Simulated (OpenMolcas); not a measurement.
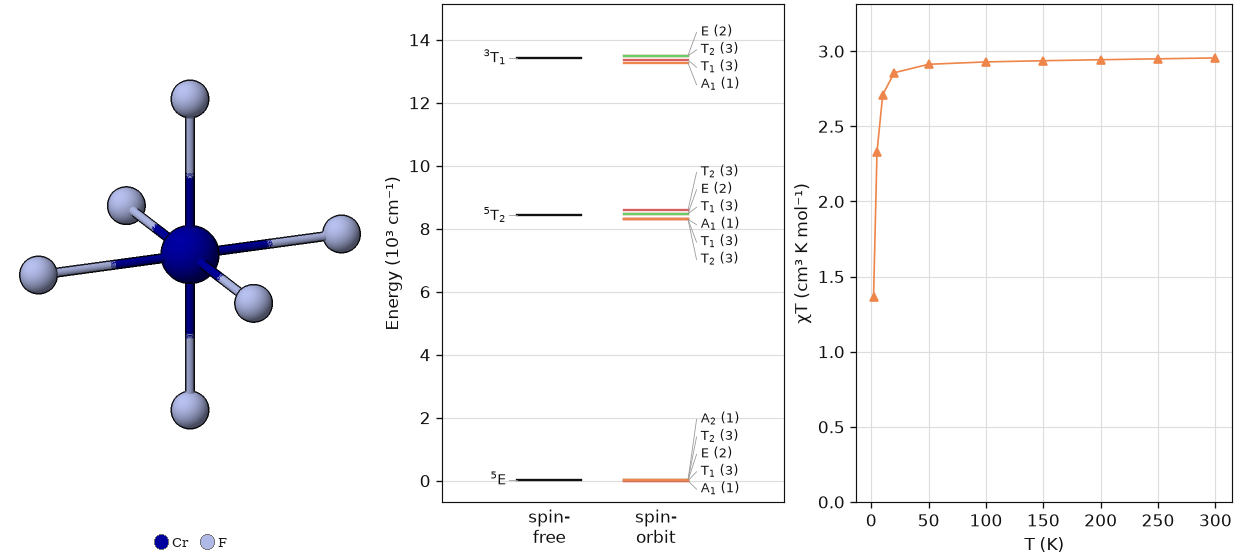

Cr²⁺ (3d⁴) as a dopant in CsCaF₃, a cluster with its 6 nearest F⁻ at 2.116 Å (octahedron) embedded in model potentials and point charges; the geometry was set, not optimised, and its levels and susceptibility. Labels give the representation in O, Td, D4 or D3 as the site allows (double group for half-integer spin) where it could be assigned and, in brackets, the degeneracy; spin-free states, where drawn, share the zero of the spin-orbit levels. The calculation used state-averaged CASSCF, active space 4 electrons in the shell 3d, basis ANO-RCC-VDZP on all atoms, DKH2 scalar Hamiltonian, spin-orbit coupling by RASSI with atomic mean-field integrals (OpenMolcas). Powder susceptibility by Van Vleck's formula.

> Give the ground level, the first gap and the ligand-field bands.

The ground level is A₁, non-degenerate, 100 % from states of spin multiplicity 5. The next level lies at 5.6 cm⁻¹ (T₁). The lowest spin-free state is ⁵E, from the free-ion D term; of the same spin there follows at 8,400 cm⁻¹ (⁵T₂) above it. A ligand-field fit to the spin-free states gives |10Dq| = 8,810 cm⁻¹, B = 1,010 and C = 3,760 cm⁻¹ (rms misfit 200 cm⁻¹). χT is 1.37 cm³ K mol⁻¹ at 2 K and 2.96 at 300 K, an effective moment of 4.86 μB. The active orbitals hold 95 to 98 % metal character (Löwdin), and the Mulliken charge of the metal is +1.73.

Known limits: orbital doublet at a regular site, Jahn-Teller distortion not allowed for; small active space favours high spin, ground spin may be wrong; the geometry is set by hand, with no relaxation and no charge compensation.
